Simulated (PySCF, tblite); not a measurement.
# ClFH₄NSi₂ radical, a small gas-phase stand-in for a defect centre (Si site with back bonds [SiH3], F, Cl): EPR parameters

Aim: the EPR parameters of `[NH][Si](F)([SiH3])Cl`. It is drawn as: nitrogen radical.

Computed with tblite 0.8.0 and PySCF 2.14.0; each step states its level. No surroundings beyond the atoms listed, unless a continuum is named. Atoms count from 0, parts from 1.

## Step 1: Starting point

9 atoms, charge 0, multiplicity 2; geometry: distance geometry start.

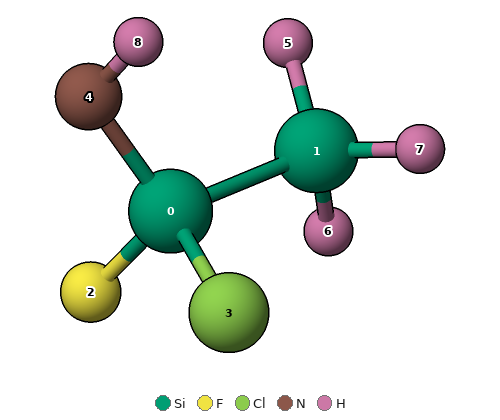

The starting geometry (silicon teal, fluorine yellow, chlorine green, nitrogen brown, hydrogen pink), atoms numbered.

## Step 2: Geometry optimisation with GFN2-xTB

The job: settings as JSON, then the geometry in Å.

```
{"job": {"kind": "relax", "xc": "GFN2-xTB", "basis": "xTB"}, "charge": 0, "multiplicity": 2}
Si     0.778771     0.502587    -0.155857
Si    -1.337679    -0.243654     0.016144
F      0.869387     1.488051    -1.505678
Cl     1.246511     1.698079     1.513978
N      1.954923    -0.851204    -0.314776
H     -1.458755    -1.521487    -0.690915
H     -2.174659     0.720658    -0.732686
H     -1.808723    -0.286888     1.378717
H      1.886193    -1.515531     0.511194
```

With the program's defaults for keys left out, this is: GFN2-xTB geometry optimisation, gas phase.

Command:

```sh
> OMP_NUM_THREADS=1 python cluster_run.py task.json out
```

This one command runs all jobs of the session in turn.

The log of the run:

```text
step      E/eV     max force
  0    -482.19696    4.305
  1    -482.65038    2.465
  2    -482.72100    4.162
  3    -482.83941    0.962
  4    -482.85930    0.559
  5    -482.88413    0.653
  6    -482.89660    0.574
  7    -482.91824    0.586
  8    -482.93577    0.525
  9    -482.94603    0.270
 10    -482.95053    0.205
 11    -482.95401    0.234
 12    -482.95761    0.261
 13    -482.96096    0.189
 14    -482.96278    0.081
 15    -482.96328    0.056
 16    -482.96356    0.055
 17    -482.96399    0.056
 18    -482.96442    0.061
 19    -482.96479    0.053
 20    -482.96503    0.042
 21    -482.96522    0.043
 22    -482.96544    0.055
 23    -482.96572    0.062
 24    -482.96601    0.056
 25    -482.96625    0.043
 26    -482.96642    0.045
 27    -482.96660    0.054
 28    -482.96684    0.076
 29    -482.96717    0.080
 30    -482.96748    0.057
 31    -482.96765    0.030
 32    -482.96771    0.022
 33    -482.96775    0.021
 34    -482.96781    0.026
 35    -482.96789    0.026
 36    -482.96796    0.023
 37    -482.96800    0.016
 38    -482.96802    0.016
 39    -482.96807    0.024
 40    -482.96816    0.036
 41    -482.96831    0.041
 42    -482.96846    0.033
 43    -482.96853    0.016
 44    -482.96855    0.015
 45    -482.96856    0.015
 46    -482.96859    0.020
 47    -482.96866    0.032
 48    -482.96879    0.046
 49    -482.96897    0.049
 50    -482.96912    0.035
 51    -482.96919    0.021
 52    -482.96924    0.021
 53    -482.96931    0.032
 54    -482.96948    0.049
 55    -482.96981    0.076
 56    -482.97026    0.085
 57    -482.97061    0.065
 58    -482.97085    0.035
 59    -482.97098    0.042
 60    -482.97116    0.061
 61    -482.97156    0.070
 62    -482.97260    0.093
 63    -482.97314    0.054
 64    -482.97363    0.050
 65    -482.97375    0.025
 66    -482.97381    0.026
 67    -482.97395    0.037
 68    -482.97418    0.050
 69    -482.97447    0.046
 70    -482.97478    0.044
 71    -482.97487    0.044
 72    -482.97503    0.022
 73    -482.97510    0.022
 74    -482.97528    0.026
 75    -482.97538    0.024
 76    -482.97556    0.033
 77    -482.97572    0.034
 78    -482.97583    0.041
 79    -482.97593    0.017
 80    -482.97599    0.021
 81    -482.97602    0.015
 82    -482.97604    0.013
 83    -482.97606    0.010
 84    -482.97607    0.014
 85    -482.97610    0.017
 86    -482.97613    0.015
 87    -482.97616    0.013
 88    -482.97618    0.010
 89    -482.97619    0.007
```

It took 1.4 s on 1 thread of Arm Neoverse V1, shared host.

The steps of the relaxation:

| step | energy from step 0 (eV) | largest force (eV/Å) |
| --- | --- | --- |
| 0 | 0.0000 | 4.3052 |
| 3 | -0.6424 | 0.9621 |
| 6 | -0.6996 | 0.5740 |
| 9 | -0.7491 | 0.2698 |
| 12 | -0.7606 | 0.2608 |
| 15 | -0.7663 | 0.0560 |
| 18 | -0.7675 | 0.0615 |
| 21 | -0.7683 | 0.0428 |
| 24 | -0.7690 | 0.0559 |
| 27 | -0.7696 | 0.0539 |
| 30 | -0.7705 | 0.0573 |
| 33 | -0.7708 | 0.0214 |
| 36 | -0.7710 | 0.0231 |
| 39 | -0.7711 | 0.0245 |
| 42 | -0.7715 | 0.0334 |
| 45 | -0.7716 | 0.0145 |
| 48 | -0.7718 | 0.0460 |
| 51 | -0.7722 | 0.0212 |
| 54 | -0.7725 | 0.0494 |
| 57 | -0.7737 | 0.0648 |
| 60 | -0.7742 | 0.0618 |
| 63 | -0.7762 | 0.0539 |
| 66 | -0.7769 | 0.0263 |
| 69 | -0.7775 | 0.0461 |
| 72 | -0.7781 | 0.0220 |
| 75 | -0.7784 | 0.0244 |
| 78 | -0.7789 | 0.0409 |
| 81 | -0.7791 | 0.0145 |
| 84 | -0.7791 | 0.0139 |
| 87 | -0.7792 | 0.0130 |
| 89 | -0.7792 | 0.0077 |

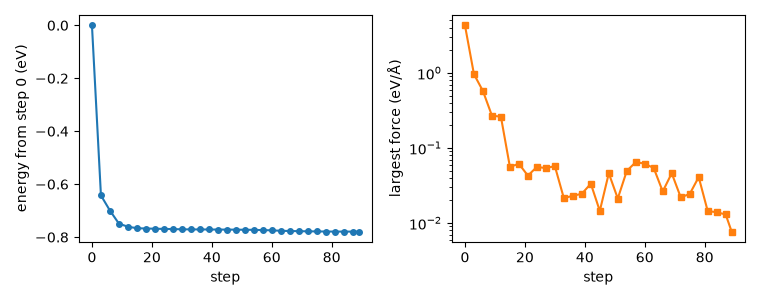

Energy and force, step by step.

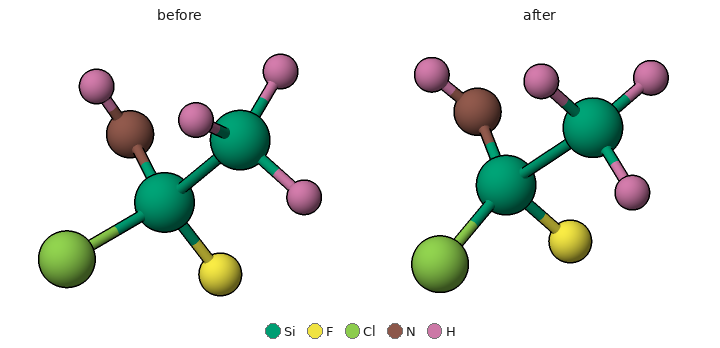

Before and after, at one scale.

Distances of close pairs at the start and the end, largest changes first:

```csv
bond,before (Å),after (Å),change (Å)
Si0–N4,1.800,1.631,-0.169
Si0–Si1,2.251,2.407,+0.156
Si0–Cl3,2.106,2.038,-0.068
Si0–F2,1.674,1.607,-0.067
N4–H8,1.062,1.007,-0.056
Si1–H7,1.442,1.461,+0.019
Si1–H6,1.480,1.463,-0.017
Si1–H5,1.465,1.457,-0.009
```

## Step 3: Relaxing the molecule at PBE0-D3(BJ)/def2-SVP

The job: settings as JSON, then the geometry in Å.

```
{"job": {"xc": "PBE0", "basis": "def2-SVP", "d3": "d3bj", "grid": 2, "kind": "geom", "shake": 0.01}, "charge": 0, "multiplicity": 2}
Si     0.962544     0.412358    -0.113978
Si    -1.379626    -0.214928    -0.030366
F      0.918756     1.150531    -1.566253
Cl     1.036441     2.007931     1.178801
N      1.811192    -0.947376    -0.158761
H     -1.585127    -1.209355    -1.065884
H     -2.192763     0.970756    -0.260094
H     -1.579258    -0.735621     1.310291
H      2.052090    -1.457445     0.697696
```

The log of the run:

```text
step   0  E = -1195.22907687  max force = 0.054982
step   1  E = -1195.24200724  max force = 0.028855
step   2  E = -1195.24446843  max force = 0.015772
step   3  E = -1195.24633255  max force = 0.002241
step   4  E = -1195.24649970  max force = 0.002204
step   5  E = -1195.24657980  max force = 0.000764
step   6  E = -1195.24658769  max force = 0.000229
optimisation converged
```

Wall time 66 s (1 thread of Arm Neoverse V1, shared host); peak memory 0.53 GiB.

Along the way:

| step | energy from step 0 (eV) | largest force component (eV/Å) |
| --- | --- | --- |
| 0 | 0.0000 | 2.8273 |
| 1 | -0.3519 | 1.4838 |
| 2 | -0.4188 | 0.8110 |
| 3 | -0.4696 | 0.1152 |
| 4 | -0.4741 | 0.1133 |
| 5 | -0.4763 | 0.0393 |
| 6 | -0.4765 | 0.0118 |

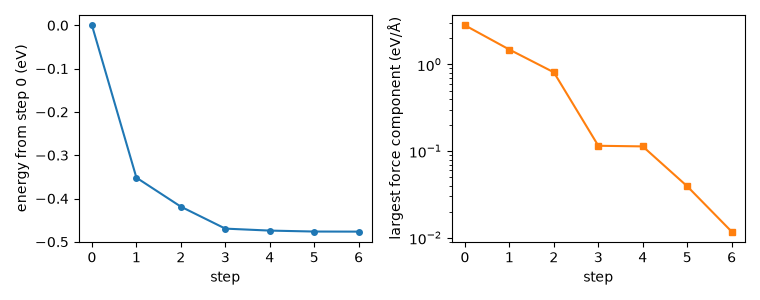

Energy and force, step by step.

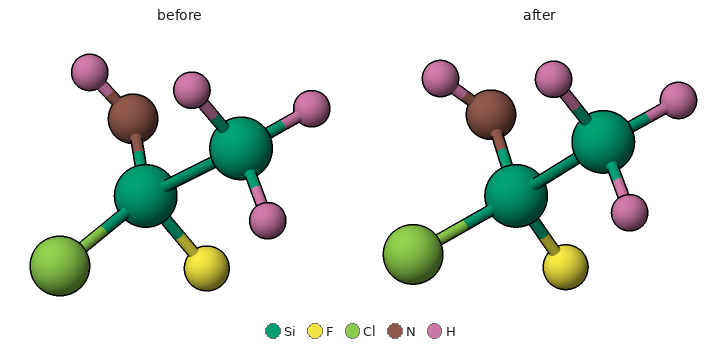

Before and after, at one scale.

Distances of close pairs at the start and the end, largest changes first:

| bond | before (Å) | after (Å) | change (Å) |
| --- | --- | --- | --- |
| Si0–N4 | 1.603 | 1.732 | +0.129 |
| Si0–Si1 | 2.426 | 2.340 | -0.086 |
| Si1–H5 | 1.450 | 1.491 | +0.041 |
| Si1–H7 | 1.452 | 1.493 | +0.041 |
| Si1–H6 | 1.456 | 1.493 | +0.037 |
| Si0–F2 | 1.630 | 1.617 | -0.013 |
| Si0–Cl3 | 2.055 | 2.067 | +0.012 |
| N4–H8 | 1.026 | 1.027 | +0.001 |

The end geometry stands in the next job.

```csv
at the end point,value
point group (found at 0.08 Å tolerance),C1
"rotational constants (GHz, main isotopes)","2.686, 1.750, 1.480"
dipole moment (D),2.25
⟨S²⟩,0.754
```

## Step 4: EPR parameters: B3LYP/IGLO-III+pcH-1

The job: settings as JSON, then the geometry in Å.

```
{"job": {"kind": "epr"}, "charge": 0, "multiplicity": 2}
Si     0.821056     0.466399    -0.223812
Si    -1.401561    -0.243850    -0.041838
F      1.063300     1.173841    -1.657444
Cl     1.217290     1.897500     1.213587
N      1.844263    -0.928507    -0.138333
H     -1.705600    -1.264283    -1.086047
H     -2.290253     0.944499    -0.204124
H     -1.587287    -0.832955     1.317325
H      2.083171    -1.235697     0.812107
```

Method: UKS B3LYP, IGLO-III on Cl F N Si, pcH-1 on H, non-relativistic, mean-field spin-orbit, GIAO.

The log of the run:

```text
UKS, coarse grid
  cycle   1  E = -1196.28481932  |g| = 5.44e-01
  cycle   2  E = -1196.01318707  |g| = 1.01e+00
  cycle   3  E = -1196.40800429  |g| = 6.55e-02
  cycle   4  E = -1196.40993651  |g| = 5.42e-02
  cycle   5  E = -1196.41145250  |g| = 1.35e-02
  cycle   6  E = -1196.41164563  |g| = 8.77e-03
  cycle   7  E = -1196.41171883  |g| = 3.61e-03
  cycle   8  E = -1196.41174903  |g| = 2.34e-03
  cycle   9  E = -1196.41176734  |g| = 1.37e-03
  cycle  10  E = -1196.41178159  |g| = 5.99e-04
  cycle  11  E = -1196.41178508  |g| = 3.16e-04
UKS, final grid
  cycle   1  E = -1196.41179723  |g| = 4.42e-04
  cycle   2  E = -1196.41179718  |g| = 7.06e-04
  cycle   3  E = -1196.41179735  |g| = 7.42e-05
  cycle   4  E = -1196.41179737  |g| = 5.71e-05
  cycle   5  E = -1196.41179739  |g| = 2.70e-05
  cycle   6  E = -1196.41179740  |g| = 1.54e-05
E = -1196.41179740 Eh   <S^2> = 0.7544 (exact 0.7500)
g shifts (ppm)      1          2          3
  rmc          -199       -199       -199
  gc             -7         45         34
  oz_so         133       1242       5977
  total         -73       1088       5812
hyperfine (MHz)  atom isotope    a_iso     a_fc   dipolar eigenvalues
    0  29Si      22.05      22.10     -5.40      0.51      4.88
    1  29Si     -40.58     -40.67    -13.93      6.40      7.53
    2   19F      31.44      31.28    -14.12    -10.95     25.07
    3  35Cl       4.77       4.60     -3.96     -3.67      7.62
    4   14N      25.34      25.22    -39.85    -39.13     78.98
    5    1H      -3.50      -3.50     -2.13     -1.02      3.16
    6    1H      35.08      35.08     -1.59     -0.31      1.90
    7    1H      -3.66      -3.65     -2.07     -1.02      3.08
    8    1H     -54.89     -55.07    -48.86     -8.16     57.03
```

Run time: 51 s. Hardware: 1 thread of Arm Neoverse V1, shared host; peak memory 0.88 GiB.

Principal g values 2.00225, 2.00341, 2.00813; g(iso) = 2.00460, against 2.00232 for a free electron.

Hyperfine couplings, nucleus by nucleus at this fixed geometry (no averaging over rotations):

```
nuclei  isotope  a(iso) (MHz)  a(iso) (G, at g = 2.0023)  largest dipolar term (MHz)
    H8       1H         -54.9                      -19.6                        57.0
   Si1     29Si         -40.6                      -14.5                       -13.9
    H6       1H          35.1                       12.5                         1.9
    F2      19F          31.4                       11.2                        25.1
    N4      14N          25.3                        9.0                        79.0
   Si0     29Si          22.1                        7.9                        -5.4
   Cl3     35Cl           4.8                        1.7                         7.6
    H7       1H          -3.7                       -1.3                         3.1
    H5       1H          -3.5                       -1.2                         3.2
```

Mulliken spin populations:

| atom | value (e) |
| --- | --- |
| Si0 | 0.01 |
| Si1 | 0.04 |
| F2 | 0.00 |
| Cl3 | 0.01 |
| N4 | 0.96 |
| H5 | 0.00 |
| H6 | 0.02 |
| H7 | 0.00 |
| H8 | -0.03 |

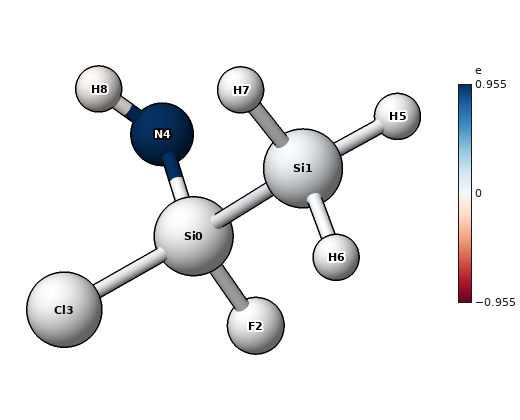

Mulliken spin populations, as colours on the atoms.

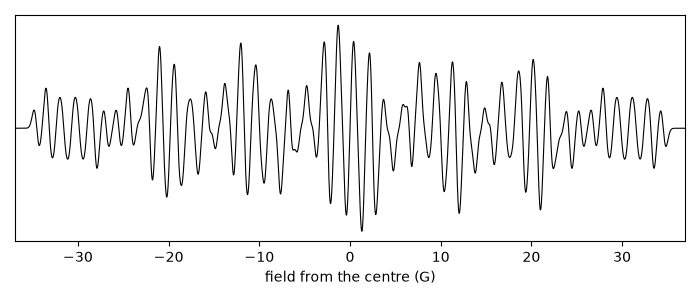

First-order isotropic spectrum (first derivative, main isotopes with spin only, couplings over 0.8 MHz, Gaussian width 0.3 G; couplings of the frozen geometry, rotation of groups not averaged beyond the rows shown).

The fields below are evaluated on a grid from the run's orbitals.

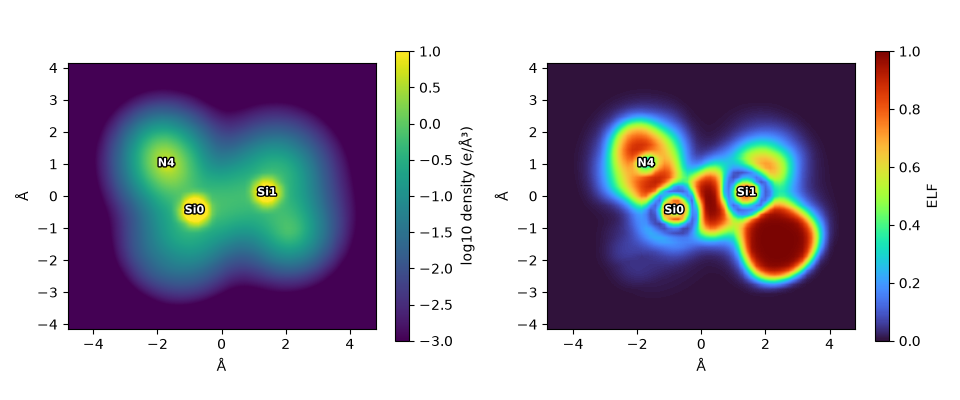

Density (left) and ELF (right) in a plane through or near 3 of the atoms.

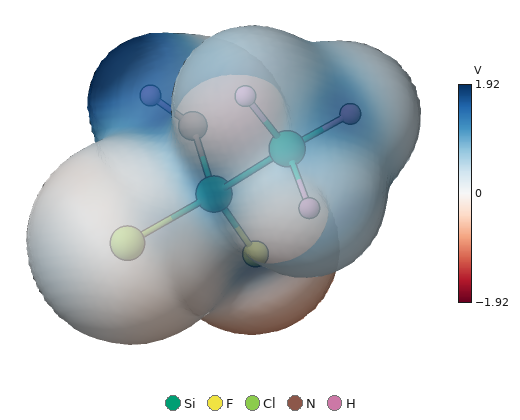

Electrostatic potential on the surface of density 0.002 e/bohr³; red is low, blue high. It runs from -1.17 V near N4 to 1.92 V near H8.

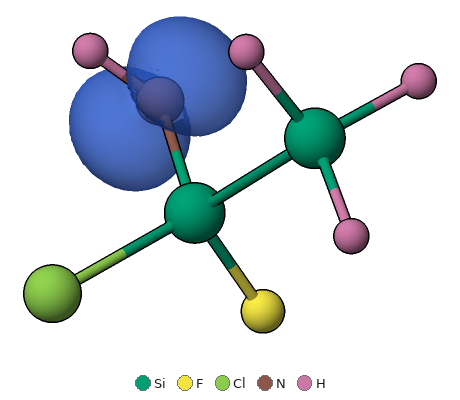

Spin density at ±0.07 e/Å³ (alpha excess blue, beta excess red).

## Step 5: EPR parameters: BHandHLYP/IGLO-III+pcH-1

Settings changed since step 4:

```diff
@@ -1,2 +1,2 @@
-{"job": {"kind": "epr"}, "charge": 0, "multiplicity": 2}
+{"job": {"kind": "epr", "xc": "BHandHLYP"}, "charge": 0, "multiplicity": 2}
 Si     0.821056     0.466399    -0.223812
```

With the program's defaults for keys left out, this is: UKS BHandHLYP, IGLO-III on Cl F N Si, pcH-1 on H, non-relativistic, mean-field spin-orbit, GIAO.

The log of the run:

```text
UKS, coarse grid
  cycle   1  E = -1196.15704264  |g| = 4.88e-01
  cycle   2  E = -1196.14449589  |g| = 6.09e-01
  cycle   3  E = -1196.27851602  |g| = 5.10e-02
  cycle   4  E = -1196.28253648  |g| = 2.88e-02
  cycle   5  E = -1196.28380247  |g| = 1.42e-02
  cycle   6  E = -1196.28429419  |g| = 6.67e-03
  cycle   7  E = -1196.28450207  |g| = 4.93e-03
  cycle   8  E = -1196.28461751  |g| = 3.69e-03
  cycle   9  E = -1196.28471634  |g| = 2.75e-03
  cycle  10  E = -1196.28478758  |g| = 1.84e-03
  cycle  11  E = -1196.28482548  |g| = 8.93e-04
  cycle  12  E = -1196.28483217  |g| = 5.06e-04
UKS, final grid
  cycle   1  E = -1196.28484452  |g| = 4.89e-04
  cycle   2  E = -1196.28484466  |g| = 5.27e-04
  cycle   3  E = -1196.28484478  |g| = 1.43e-04
  cycle   4  E = -1196.28484490  |g| = 1.12e-04
  cycle   5  E = -1196.28484499  |g| = 6.81e-05
  cycle   6  E = -1196.28484504  |g| = 4.87e-05
  cycle   7  E = -1196.28484506  |g| = 1.66e-05
  cycle   8  E = -1196.28484506  |g| = 7.01e-06
E = -1196.28484506 Eh   <S^2> = 0.7558 (exact 0.7500)
g shifts (ppm)      1          2          3
  rmc          -199       -199       -199
  gc            -10         43         34
  oz_so          -1       1260       6885
  total        -209       1104       6721
hyperfine (MHz)  atom isotope    a_iso     a_fc   dipolar eigenvalues
    0  29Si      36.98      37.04     -4.33     -0.26      4.59
    1  29Si     -36.00     -36.07    -10.06      4.40      5.66
    2   19F      25.69      25.61    -11.63     -7.65     19.29
    3  35Cl       4.57       4.49     -3.15     -2.68      5.83
    4   14N      34.40      34.28    -40.53    -39.84     80.37
    5    1H      -3.47      -3.47     -2.01     -1.17      3.18
    6    1H      27.07      27.07     -1.35     -0.40      1.75
    7    1H      -3.63      -3.62     -1.95     -1.15      3.10
    8    1H     -64.69     -64.87    -51.34     -8.56     59.89
```

Run time: 51 s. Hardware: 1 thread of Arm Neoverse V1, shared host; peak memory 0.89 GiB.

In short: g(iso) 2.00486.

## Step 6: Side by side: EPR parameters

g, ⟨S²⟩ and isotropic hyperfine couplings (MHz), with basis size and wall time:

```csv
run,g(iso),⟨S²⟩,1H H8,29Si Si1,1H H6,19F F2,14N N4,functions,time
B3LYP/IGLO-III+pcH-1,2.00460,0.754,-54.9,-40.6,35.1,31.4,25.3,242,51 s
BHandHLYP/IGLO-III+pcH-1,2.00486,0.756,-64.7,-36.0,27.1,25.7,34.4,242,51 s
```

## Step 7: What came out

| quantity | value |
| --- | --- |
| point group | C1 |
| rotational constants (main isotopes) | 2.69, 1.75, 1.48 GHz |
| g(iso) (B3LYP) | 2.00460 |
| ⟨S²⟩ | 0.754 (exact 0.75) |
| largest a(iso) | 1H on H8, -54.9 MHz |
| potential on the surface of density 0.002 e/bohr³, 1st and 99th percentile | -1.17 V and 1.92 V |

**Reading.** The start of the PBE0/def2-SVP relaxation was shaken at random by about 0.01 Å, so part of the energy gained, and of the first lengths quoted, undoes that. Over 6 steps the energy fell by 0.476 eV; of the close pairs, Si0–N4 changed most, 1.603 to 1.732 Å (PBE0/def2-SVP). Most of the unpaired spin sits on N4 (0.96 e). The isotropic g lies 2.3 ppt above the free-electron value. The coupling of 1H on H8 runs from -64.7 (BHandHLYP/IGLO-III+pcH-1) to -54.9 MHz (B3LYP/IGLO-III+pcH-1).
